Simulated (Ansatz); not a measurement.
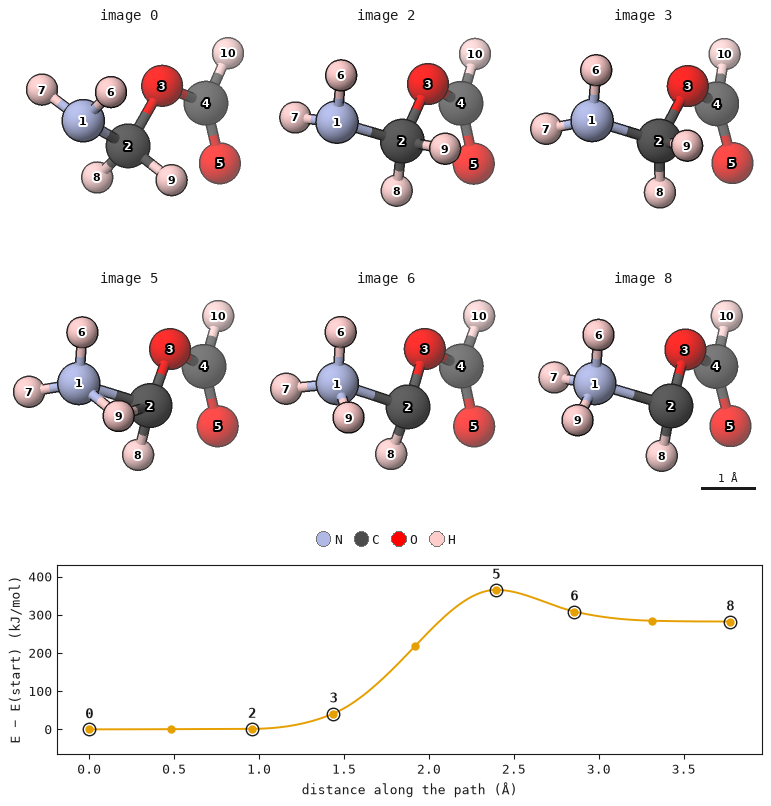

NEB run on C2H5NO2. Images are numbered from 0 (start) to 8 (end). A ball-and-stick model, seen from a free direction.

Theory: RKS B3LYP/def2-SVP (Ansatz 0.2.0). Settings: 7 movable images; climbing image; force threshold 0.05 eV/Å; iteration limit 60; starting path through a guess of the saddle point.

### Read off the barrier and say what moves.

A hydrogen atom shifts from one atom to another. Breaking: C2–H9 (1.10 → 1.44 at the top → 2.09 Å). Forming: N1–H9 (2.08 → 1.15 at the top → 1.02 Å). The highest point, image 5, lies 365.5 kJ/mol above the start and 83.0 kJ/mol above the end; the end is at +282.5 kJ/mol relative to the start. The band converged in 15 iterations. The largest component of the band force went from 5.6 to 0.026 eV/Å. The climbing image converged on the top of the path. Its curvatures weren't checked.
